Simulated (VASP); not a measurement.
Here is the system:

```yaml
crystal:
  lattice:
    - [0.00000, 2.71619, 2.71619]
    - [2.71619, 0.00000, 2.71619]
    - [2.71619, 2.71619, 0.00000]
  atoms:
    - { symbol: Ce, position: [0.00000, 0.00000, 0.00000] }
    - { symbol: O, position: [0.25000, 0.25000, 0.25000] }
    - { symbol: O, position: [0.75000, 0.75000, 0.75000] }
```

Level of theory: PBE GGA with D3 dispersion (Becke-Johnson damping), VASP's PBE PAW potentials (set 64) (plane waves; VASP 6.6.1). Numerical set-up: 520 eV cut-off, 8×8×8 Γ-centred mesh, tetrahedra with Blöchl corrections, potentials Ce O.

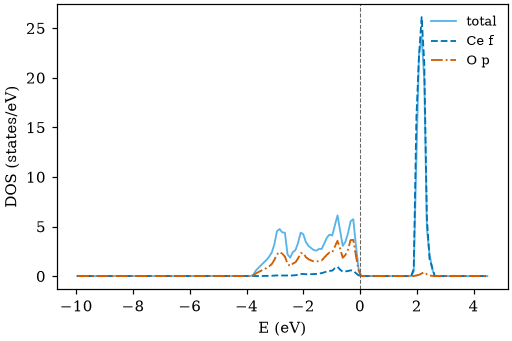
Figure. Total and projected density of states, zero at the valence-band maximum

Within 2 eV below the valence-band maximum the largest weight inside VASP's projection spheres is O p.

It has a band gap.

The compound is CeO2 in the fluorite structure. It was relaxed first. The run is not spin-polarised, so no magnetic state was tried.
